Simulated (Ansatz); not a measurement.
## Electronic structure of AlCl2FH2 in real space

```xyz
6

Al    0.0094    0.1000    0.0703
H     0.0069    0.7214    1.5077
Cl    1.8097    0.0665   -1.0329
Cl   -1.8012    0.0033   -1.0120
F     0.0477   -1.8362    0.8168
H     0.0554   -1.9535    1.7221
```

Computed with RHF/def2-SVP (Ansatz 0.2.0).

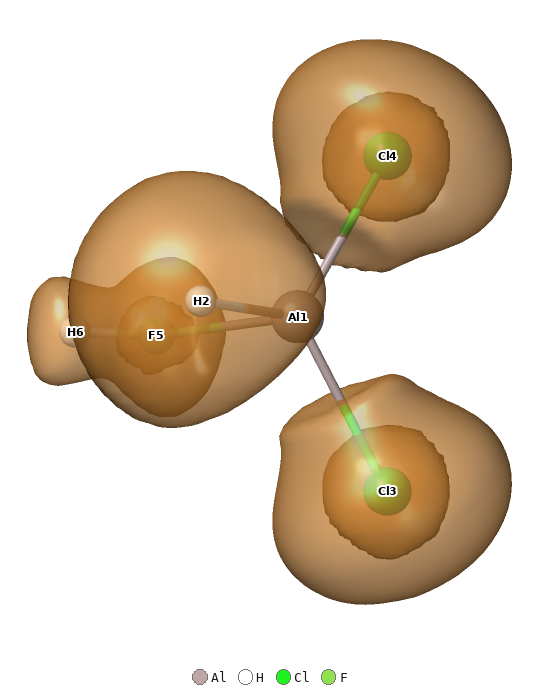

Figure 1. Isosurface of the ELF at 0.75 (orange), seen at a tilt. Only the valence region is drawn (cores and ρ < 0.01 e/Å³ removed).

What do the ELF domains correspond to?

At this value the surface marks out one region around a hydrogen nucleus, two regions on Cl in which the atom's valence shell and bonds are merged and one joined region spread over several atoms (F, H), in which their bonds and any lone pairs are merged.


Al–F (2.08 Å): the ELF is about 0.20 at the midpoint. Al–Cl (2.11 Å): the ELF peaks at about 0.90 in the valence shell of Cl, 0.9 Å from its nucleus, and is about 0.85 at the midpoint.

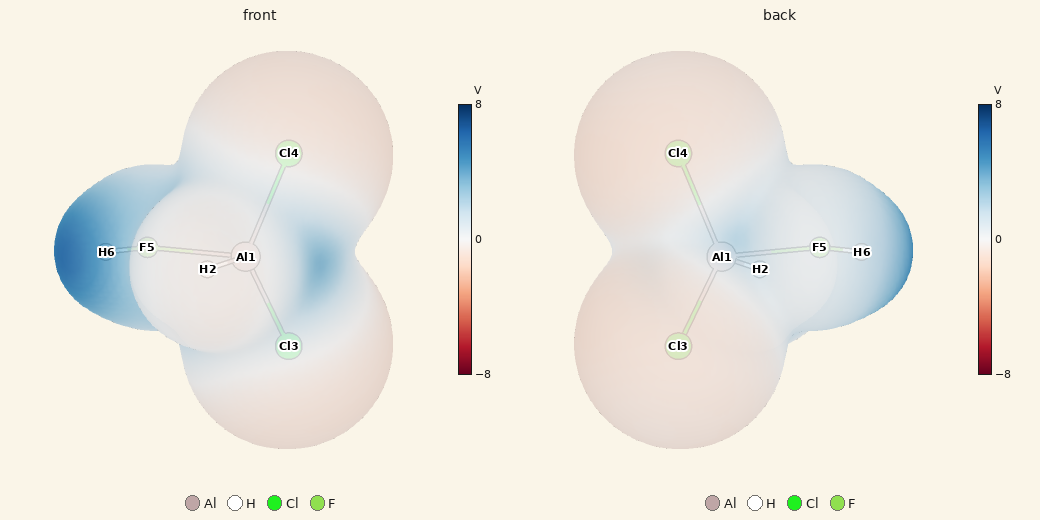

Figure 2. The molecular electrostatic potential painted on the density surface at 0.002 e/bohr³, seen from the front and from behind; the colour scale runs from red (negative) to blue (positive).

Describe the electrostatic potential map.

The most negative region (about −1.0 V) lies over Cl3 and Cl4, the most positive (about +5.8 V) over H6.

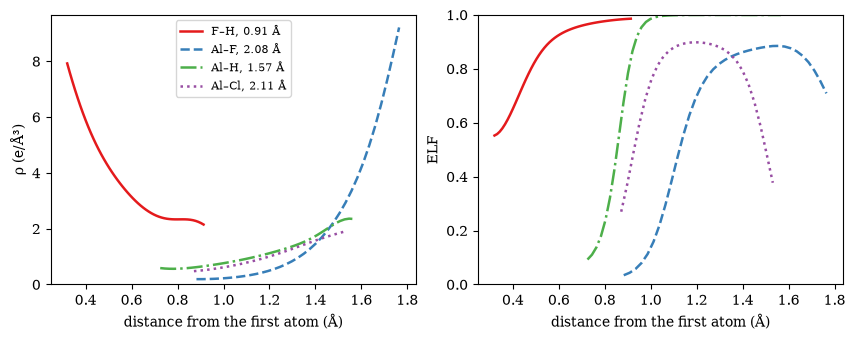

Figure 3. Electron density and ELF along straight lines between neighbouring atoms. The curves leave out the atomic cores.

Compare the contacts.

F–H (0.91 Å): ρ is about 4.8 e/Å³ halfway; the ELF climbs to about 1 towards the hydrogen, as it does in any bond to H: an ordinary covalent bond to hydrogen.
Al–F (2.08 Å): ρ is about 0.25 e/Å³ halfway; the ELF is about 0.20 at the midpoint.
Al–H (1.57 Å): ρ is about 0.56 e/Å³ halfway; the ELF climbs to about 1 towards the hydrogen.
Al–Cl (2.11 Å): ρ at the midpoint is about 0.7 e/Å³; the ELF peaks at about 0.90 in the valence shell of Cl, 0.9 Å from its nucleus, and is about 0.85 at the midpoint.
